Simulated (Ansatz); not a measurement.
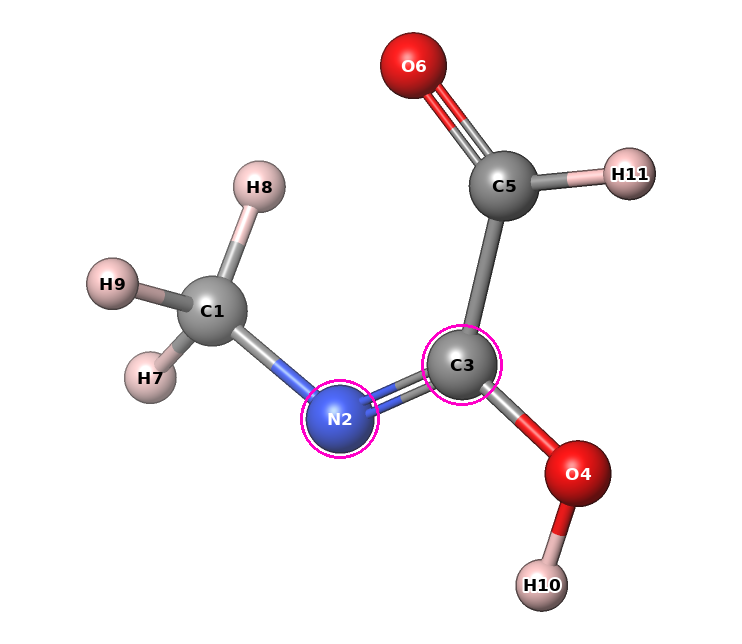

Atoms fade into the background with distance from the viewer. Circles mark the stereogenic atoms. Computed geometry: PBE-D4/def2-SVP optimisation. No frequency run is at hand to confirm it as a minimum.

### Give the R/S and E/Z labels.

N2=C3: E.
